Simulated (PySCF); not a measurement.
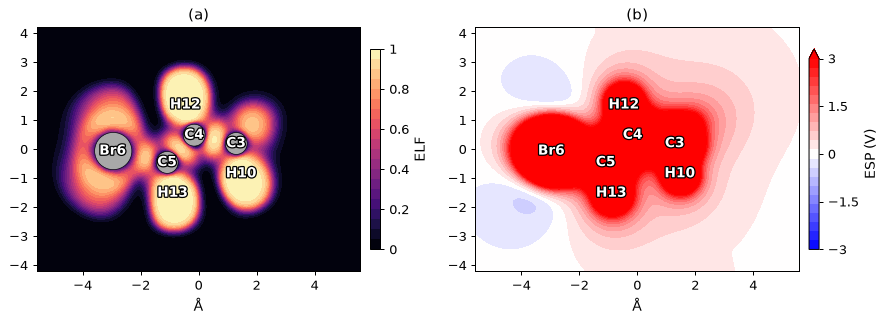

The picture shows: C$_{3}$H$_{7}$BrOSi (SMILES O[SiH2]C/C=C/Br). (a) electron localisation function; (b) electrostatic potential on the plane of atoms C4, C5 and Br6. Grey discs cover the atomic cores in the ELF map.

Geometry: GFN2-xTB.

All numbers below come from CAM-B3LYP/def2-SVPD, SCF density, gas phase in PySCF.

Input

```
{"job": {"kind": "uv", "xc": "CAM-B3LYP", "basis": "def2-SVPD", "nstates": 8, "ntriplets": 3}, "charge": 0, "multiplicity": 1}
O     -1.714030     1.232110     0.744122
Si    -1.724144    -0.190028    -0.032482
C     -0.020782    -1.059959     0.160222
C      1.052655    -0.204897    -0.394977
C      1.873313     0.513236     0.353836
Br     3.182543     1.680801    -0.381240
H     -1.030830     1.887839     0.627828
H     -1.983203    -0.013185    -1.462292
H     -2.752714    -0.932390     0.677338
H      0.164582    -1.258778     1.215619
H     -0.039160    -2.013661    -0.362989
H      1.115619    -0.147017    -1.473160
H      1.871762     0.506414     1.431856
```

Run with:

```sh
OMP_NUM_THREADS=1 python probes_run.py task.json out
```

Read the bonding off the picture.

Answer.
- The section cuts through C, Br and H sites.
- C–C (1.32 Å): the ELF peaks at about 0.90 between the atoms; a multiple bond.
- C–Br (1.90 Å): the ELF peaks at about 0.90 between the atoms (a covalent bond).
- C–C (1.48 Å): the ELF peaks at about 0.95 between the atoms: localised, covalent bonding.
- C–H (1.08 Å): the ELF climbs to about 1 towards the hydrogen, as it does in any bond to H: a covalent bond by its length.
- The ELF also peaks beside Br6, away from the bonds: lone-pair regions.
- Outside the dense part of the molecule the potential is most negative (−0.5 V) near Br6.
